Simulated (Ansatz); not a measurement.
# Rh (Rhodium): how the settings move a single-point run

How sensitive is a single-point run of Rh (Rhodium) to its settings? A reference run comes first, then one run with altered input.

The COD entry's cell or inner coordinates are ideal or old and differ from later refinements, so a difference from it is no clean test against experiment.

Computed with Ansatz 0.2.0 (reference: DFT, LDA, PAW with Ansatz's default frozen-core files, scalar-relativistic, unless a step's input says otherwise).

## (1) Starting point

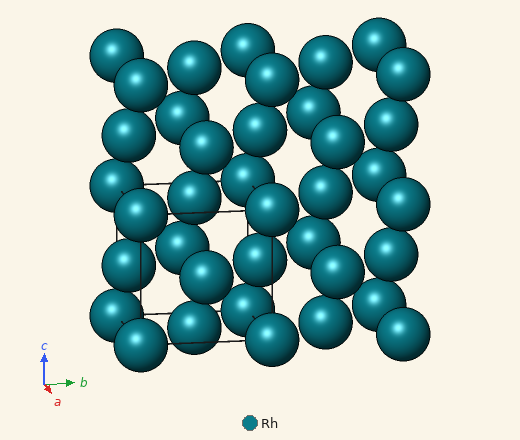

The starting structure, seen slightly off an axis (rhodium blue). 1×2×2 cells are drawn. Atoms on the faces are drawn again on the opposite ones. The cell drawn here is the conventional one.

Structure file:

```
Rh
1.0
     0.00000    1.89785    1.89785
     1.89785    0.00000    1.89785
     1.89785    1.89785    0.00000
Rh
1
Cartesian
  0.0000 0.0000 0.0000
```

## (2) The reference run

Input file input.yaml:

```yaml
crystal:
  lattice:
    - [0.0, 1.89785, 1.89785]
    - [1.89785, 0.0, 1.89785]
    - [1.89785, 1.89785, 0.0]
  atoms:
    - { symbol: Rh, position: [0.0, 0.0, 0.0] }
magnetization:
  spin_polarized: true
  initial_magnetization: 0.0
  spin_locking: { lock_magnetization: hard }
kpoints:
  mp_grid: { grid: [15, 15, 15] }
scf:
  occupations: { method: fermi_dirac, width: 0.05 }
  lower_state_search: "off"
hamiltonian:
  xc: lda
  pseudopotentials: { kind: paw }
output:
  forces: true
  stress: true
  eigenvalues: true
```

The run is started by

```sh
$ ansatz run input.yaml --threads 1 --pin off --max-ram 3072MiB --backend cpu --events-out ev --progress --plain --runs-dir out
```

From the output:

```text
[...]
Basis set: ecut = 420 eV, 283 PW (Γ)
[...]
k-points: 120 of 3375
[...]
SCF iter   1: F=—  HF=-6279.292814 eV  |F-HF|=—  |Δ(HF+E_count)|=         —  Δρ=6.45e-2 (↑6.45e-2 ↓6.45e-2)  dr2=2.08e0  dr2_m=0.00e0  M=0.000 μB ∫|m|=0.000 μB  β_m=0.30  ethr=3.10e-3  ⟨swp⟩=4.7  Hψ=8392  notcnv=0
preconditioner: auto → none  [metal: Δε(μ)=0.035 eV  Ē_g=13.726 eV  σ=0.050 eV  W_gap=0.17  n_scr=0 (ndim 8)  ℏωp=30.1 eV  f_vac=0.000  D(μ)=1.08/eV (n_scr^D=14)]
SCF iter   2: F=—  HF=-6278.689941 eV  |F-HF|=—  |Δ(HF+E_count)|=   6.03e-1  Δρ=2.13e-2 (↑2.13e-2 ↓2.13e-2)  dr2=1.47e-1  dr2_m=0.00e0  M=0.000 μB ∫|m|=0.000 μB  β_m=0.35  ethr=3.10e-3  ⟨swp⟩=2.7  Hψ=3842  notcnv=0
[...]
SCF iter   6: F=—  HF=-6278.640715 eV  |F-HF|=—  |Δ(HF+E_count)|=   1.11e-8  Δρ=1.62e-5 (↑1.62e-5 ↓1.62e-5)  dr2=1.07e-7  dr2_m=0.00e0  M=0.000 μB ∫|m|=0.000 μB  β_m=0.93  ethr=5.88e-10  ⟨swp⟩=5.2  Hψ=6883  notcnv=0
SCF iter   7: F=-6278.640715 eV  HF=-6278.640715 eV  |F-HF|=4.91e-10  |Δ(HF+E_count)|=   2.16e-8  Δρ=1.35e-6 (↑1.35e-6 ↓1.35e-6)  dr2=7.29e-10  dr2_m=0.00e0  M=0.000 μB ∫|m|=0.000 μB  ethr=5.88e-10  ⟨swp⟩=3.0  Hψ=4122  notcnv=0
[...]
SCF converged after 7 iterations
[...]
Magnetization: 0.0000 μB (8.5000 up, 8.5000 down)
[...]
Free energy (F): -6278.640715 eV
[...]
E sigma→0 (E₀):  -6278.635254 eV
[...]
Fermi energy:    22.241326 (↑ 22.241326, ↓ 22.241326) eV
[...]
  P = ⅓ Tr σ = -9.7301 GPa (-97.301 kbar)
[...]
```

Run time: 1.6 s. Hardware: 1 thread of Arm Neoverse V1, shared host; peak memory 0.26 GiB.

## (3) Changing settings: occupations.width 0.001

input.yaml, as its differences from that of step 2:

```diff
@@ -14,3 +14,3 @@
 scf:
-  occupations: { method: fermi_dirac, width: 0.05 }
+  occupations: { method: fermi_dirac, width: 0.001 }
   lower_state_search: "off"
```

The run is started by

```sh
$ ansatz run input.yaml --threads 1 --pin off --max-ram 3072MiB --backend cpu --events-out ev --progress --plain --runs-dir out
```

Output:

```text
Warning: output.stress: scf.convergence.dr2_threshold = 1e-7 eV (the SCF's general default) is looser than the 1e-10 eV advised for a printed stress (1e-10 eV for each atom of the cell: 1). What an SCF threshold leaves in a stress goes as its square root, and in the free energy as the threshold itself, and one threshold admits the most on a small cell: of the crystals measured, under no hybrid functional and no lock of the moments, on runs that ended without the residual-converged pass, on stresses that held no estimate of that error, the worst erred by over 100 MPa in a component at 1e-7 eV an atom and by under 5 at 1e-10. Set scf.convergence.dr2_threshold to 1e-10 eV or tighter. The threshold is an SCF's pass mark: one that does not reach it within its budget of iterations ends unconverged, or closes short of it on a stop that the run arms, and scf.convergence.dr2_threshold's page says what that costs each kind of run
Engine: ansatz 0.2.0
Pseudopotentials: kind: paw
Pseudopotential: Rh, paw, valence charge 17, recommended cutoff 420 eV (normal)
Functional definition: SPW92
  exchange = slater_x
  correlation = pw_c
Crystal: 1 atoms, lattice volume = 13.671 Å³
Basis set: ecut = 420 eV, 283 PW (Γ)
Bands: 13, of which v1, the nominal top of the filled ones, is band 9 counted from 1 (8 counted from 0)
Symmetry: 48 space group operations
Space group: Fm-3m (ITA 225), of the structure as read, at distance tolerance 2.4e-5 Å
k-points: 120 of 3375
Non-local potential: Rh, projectors of the file, l = 0: 3, l = 1: 2, l = 2: 2, l = 3: 1
PAW form: soft (Blöchl's): semilocal exchange-correlation on the pseudo side does not see the compensation charge
PAW frozen core: Rh, regenerated for the run's functional, and the local potential with it (the file was generated under x = pbe(κ = 0.804, μ = 0.2195149727645171), c = pbe(β = 0.06672455060314922))
PAW one-centre angular grid: Rh, 590 points (default); XC on 64 Gauss nodes
Initial density: superposition of atomic densities (chi_scale 0.1, normalization cell)
Initial wavefunctions: pseudopotential atomic-orbital guess
Functional: x = slater, c = lda
SCF iter   1: F=—  HF=-6279.287685 eV  |F-HF|=—  |Δ(HF+E_count)|=         —  Δρ=6.44e-2 (↑6.44e-2 ↓6.44e-2)  dr2=2.08e0  dr2_m=0.00e0  M=0.000 μB ∫|m|=0.000 μB  β_m=0.30  ethr=3.10e-3  ⟨swp⟩=4.9  Hψ=8446  notcnv=0
preconditioner: auto → none  [insulator: Δε(μ)=0.010 eV  Ē_g=13.747 eV  σ=0.001 eV  W_gap=0.59  n_scr=0 (ndim 8)  ℏωp=30.1 eV  f_vac=0.000  D(μ)=10.06/eV (n_scr^D=338)  ε∞_Penn≈5.8]
SCF iter   2: F=—  HF=-6278.684132 eV  |F-HF|=—  |Δ(HF+E_count)|=   6.04e-1  Δρ=2.13e-2 (↑2.13e-2 ↓2.13e-2)  dr2=1.46e-1  dr2_m=0.00e0  M=0.000 μB ∫|m|=0.000 μB  β_m=0.35  ethr=3.10e-3  ⟨swp⟩=2.7  Hψ=3769  notcnv=0  defer=70
SCF iter   3: F=—  HF=-6278.640704 eV  |F-HF|=—  |Δ(HF+E_count)|=   4.34e-2  Δρ=1.00e-2 (↑1.00e-2 ↓1.00e-2)  dr2=1.38e-2  dr2_m=0.00e0  M=0.000 μB ∫|m|=0.000 μB  β_m=0.61  ethr=8.57e-4  ⟨swp⟩=2.1  Hψ=2472  notcnv=0  defer=70
SCF iter   4: F=—  HF=-6278.634906 eV  |F-HF|=—  |Δ(HF+E_count)|=   5.80e-3  Δρ=2.60e-4 (↑2.60e-4 ↓2.60e-4)  dr2=1.27e-5  dr2_m=0.00e0  M=0.000 μB ∫|m|=0.000 μB  β_m=0.80  ethr=8.09e-5  ⟨swp⟩=3.0  Hψ=2856  notcnv=0  defer=70
SCF iter   5: F=—  HF=-6278.634906 eV  |F-HF|=—  |Δ(HF+E_count)|=   6.72e-7  Δρ=6.34e-5 (↑6.34e-5 ↓6.34e-5)  dr2=1.34e-6  dr2_m=0.00e0  M=0.000 μB ∫|m|=0.000 μB  β_m=0.87  ethr=7.49e-8  ⟨swp⟩=2.0  Hψ=3023  notcnv=0  defer=70
SCF iter   6: F=—  HF=-6278.634906 eV  |F-HF|=—  |Δ(HF+E_count)|=   4.66e-8  Δρ=2.29e-5 (↑2.29e-5 ↓2.29e-5)  dr2=2.02e-7  dr2_m=0.00e0  M=0.000 μB ∫|m|=0.000 μB  β_m=0.93  ethr=7.86e-9  ⟨swp⟩=1.1  Hψ=1538  notcnv=0  defer=70
SCF iter   7: F=-6278.634906 eV  HF=-6278.634906 eV  |F-HF|=2.17e-9  |Δ(HF+E_count)|=   4.07e-8  Δρ=2.88e-6 (↑2.88e-6 ↓2.88e-6)  dr2=3.39e-9  dr2_m=0.00e0  M=0.000 μB ∫|m|=0.000 μB  ethr=5.88e-10  ⟨swp⟩=6.3  Hψ=5471  notcnv=0
the search or the solves at the SCF's close seem to have found levels that the self-consistency loop had missed (the run counts 2). By its estimate they hold under 1e-12 electrons; where the run keeps them, the occupations were computed again with them
SCF 1 converged in 7 iterations: F = -6278.634906 eV  dr2 = 3.39e-9
SCF converged after 7 iterations
Stability checked in part: among states of this total moment the steps that led to this state did not find it unstable. No probe was made; neither looks for a lower state of another moment (fixed_total_moment; see scf.lower_state_search)
Magnetization: 0.0000 μB (8.5000 up, 8.5000 down)
Absolute magnetization: 0.0000 μB (∫|ρ↑−ρ↓|)
Spin contamination: 0.0000 ħ² per cell (⟨S²⟩ above its minimum at these occupations)
Per-site moments (μB) at R_I (Å): [(0.0, 1.1071356488567838)]
Free energy (F): -6278.634906 eV
Harris-Foulkes:  -6278.634906 eV  (|F-HF|=2.17e-9)
Internal energy: -6278.634896 eV  (E = F + TS)
E sigma→0 (E₀):  -6278.634901 eV
Entropy (-TS):   -0.000010 eV (-0.010 meV/atom)
Fermi energy:    22.244572 (↑ 22.244572, ↓ 22.244572) eV
--- Per-component energies (eV) ---
  E_band       = -87.862262
  E_kinetic    = 573.420651
  E_local      = -1560.763873  (includes V_loc(G=0)·N_el)
  E_nonlocal   = 360.124859
  E_hartree    = 545.772927
  E_xc         = -220.710008
  E_vxc        = -278.281922  (∫ρ·V_xc dr)
  E_paw        = -3463.746471  (= ΣΔE_a)
  E_vpaw       = -273.905883  (= ΣTr[D̂ρ^β])
  E_aug_tail   = 0.000736  (compensation charges beyond the density's cutoff)
  E_ewald      = -2513.356200
  E_core_change = 0.622482  (= ΣΔE_core)
  E_smearing   = -0.000010  (= −TS)
  E_closure    = -0.000000  (closes the sum)
  Σ components = -6278.634906   (vs F -6278.634906, Δ=0.00e0)
--- Forces (eV/Å), atoms counted from 1 ---
  atom   1  Rh     0.00000000    -0.00000000     0.00000000
  max |Σ_I F_I| component: 2.63e-31 eV/Å
--- Stress (GPa, compression-positive) ---
       -9.840211      -0.000000      -0.000000
       -0.000000      -9.840211      -0.000000
       -0.000000      -0.000000      -9.840211
  P = ⅓ Tr σ = -9.8402 GPa (-98.402 kbar)
--- Band table (eV; the first three rows and the last of 240) ---
  k-point 0 ↑: bands = ["-56.5315", "-24.0501", "-24.0501", "-24.0501", "14.1313", "19.0862", "19.0862", "19.0862", "21.2285", "21.2285", "38.0096", "43.3175", "43.3175"]
  k-point 1 ↑: bands = ["-56.5265", "-24.0838", "-24.0546", "-24.0546", "14.3113", "19.0071", "19.1569", "19.1569", "21.1894", "21.1894", "38.2683", "42.4333", "43.5814"]
  k-point 2 ↑: bands = ["-56.5123", "-24.1786", "-24.0675", "-24.0675", "14.8156", "18.8281", "19.3281", "19.3281", "21.1216", "21.1216", "38.9211", "40.6843", "44.3326"]
  k-point 119 ↓: bands = ["-56.3772", "-24.5652", "-24.5310", "-24.3257", "17.1582", "18.0815", "18.6473", "21.0327", "23.1469", "31.4989", "31.5359", "33.7506", "35.3572"]
```

Run time: 2.1 s. Hardware: 1 thread of Arm Neoverse V1, shared host; peak memory 0.26 GiB.

Changing the smearing leaves the energy as it was (+0.4 meV/atom).

## (4) All runs together

| run | ending | energy change | pressure (GPa) | gap (eV) | force (eV/Å) | cycles | time |
| --- | --- | --- | --- | --- | --- | --- | --- |
| reference | converged | 0 | -9.7 | 0.00 | 0.00 | 7 | 1.6 s |
| 1: occupations.width 0.001 | converged | +0.4 meV/atom (σ→0) | -9.8 | 0.00 | 0.00 | 7 | 2.1 s |

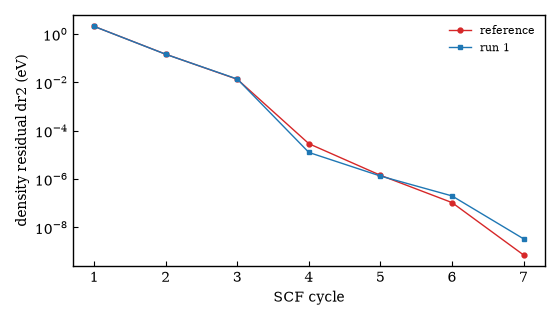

Residual by cycle in the longest SCF loop of each run; runs are numbered as in the table.

**Reading.** Changing the smearing hardly moves the energy: +0.4 meV/atom.
